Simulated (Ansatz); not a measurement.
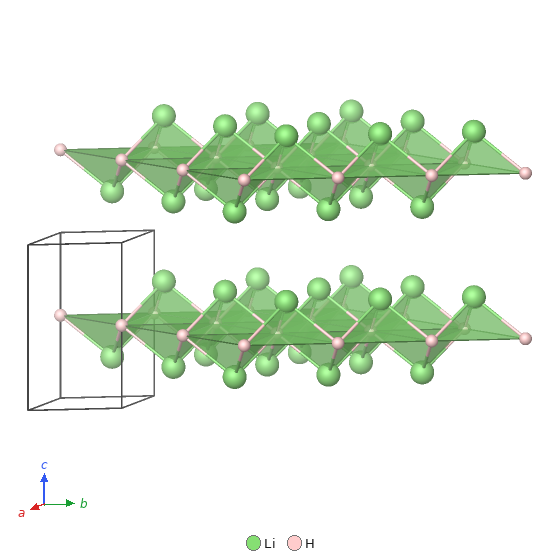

Polyhedra are drawn about Li (bonds: H–Li below 2.3 Å); other atoms are plain spheres.

Li₂H (space group P-3m1, No. 164): the end point of a relaxation with Ansatz, DFT PBE, scalar-relativistic, plane waves, PAW; the starting structure was generated, so it need not be a known form of this composition.

Question: What figure surrounds each Li atom, and what does it share with the other drawn polyhedra?

Answer: Li: LiH3 trigonal pyramid, sharing corners with nine neighbours and edges with three neighbours.

Question: What is the connectivity of the polyhedra: isolated, groups, chains, layers or framework?

Answer: They form layers of corner- and edge-sharing trigonal pyramids parallel to (001).

Question: How far apart are the centres of linked polyhedra?

Answer: Centre to centre across a shared corner: 2.84 to 4.03 Å; across a shared edge: 2.86 Å.
